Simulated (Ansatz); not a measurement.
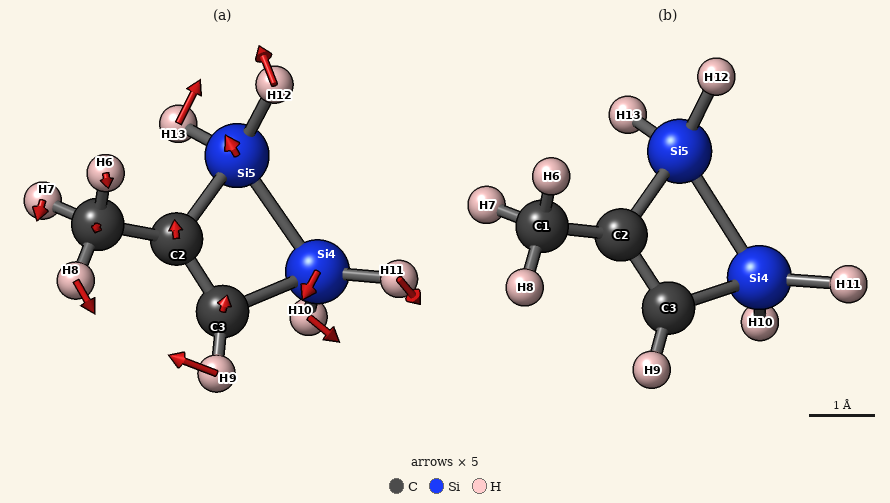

The structure of C₃H₈Si₂ (coarse preliminary run) before (left) and after (right) a relaxation, at one scale. The red arrows give the displacements, magnified 5 times.

The picture is a ball-and-stick view, seen at a tilt.

The start comes from a force field.

Computed with RKS PBE-D4/def2-SVP in Ansatz 0.2.0.

Input
```yaml
crystal:
  periodic: [false, false, false]
  atoms:
    - {symbol: C, position_ang: [-1.819000, 0.501900, 0.770900]}
    - {symbol: C, position_ang: [-0.512200, 0.011800, 0.183400]}
    - {symbol: C, position_ang: [-0.131500, -1.243000, -0.154400]}
    - {symbol: Si, position_ang: [1.756700, -0.986800, -0.767400]}
    - {symbol: Si, position_ang: [1.058100, 1.063200, -0.265200]}
    - {symbol: H, position_ang: [-1.703200, 1.053400, 1.721500]}
    - {symbol: H, position_ang: [-2.287600, 1.267900, 0.070100]}
    - {symbol: H, position_ang: [-2.531400, -0.262200, 0.897900]}
    - {symbol: H, position_ang: [-0.634100, -2.173900, -0.029900]}
    - {symbol: H, position_ang: [1.813000, -1.348800, -2.181500]}
    - {symbol: H, position_ang: [2.660100, -1.670900, 0.145100]}
    - {symbol: H, position_ang: [1.640600, 1.706100, 0.995800]}
    - {symbol: H, position_ang: [0.711000, 2.046700, -1.371400]}
basis:
  gaussian: {orbitals: def2-SVP}
hamiltonian: {xc: pbe, dispersion: d4}
relax: {f_tol: 0.03, max_steps: 200}
```

Run as
```bash
ansatz run in.yaml --threads 4 --pin off --events-out ev --progress --plain --max-ram 10444MiB
```

What changed between the two?

The atom that moves furthest after the best rigid fit is H9 (0.18 Å). Largest moves by element: H 0.18 Å, Si 0.11 Å, C 0.06 Å. Among the contacts that change: Si4–Si5 2.223 → 2.346 Å, C3–Si4 2.002 → 1.895 Å, C1–H8 1.052 → 1.110 Å, Si4–H11 1.455 → 1.508 Å. Bond angles that change, for instance: H10–Si4–H11 117.8° → 107.8°, C3–Si4–H10 107.5° → 115.8°, C2–C3–H9 130.4° → 122.4°. After 4 accepted moves (6 points after the start) the energy has fallen by 11.9 kcal/mol. The largest force component goes from 2.6 to 0.02 eV/Å. The line search rejected the trial steps at points 2, 4 of the run. Cost: 11 s on 4 threads of Arm Neoverse V1, on a shared host.
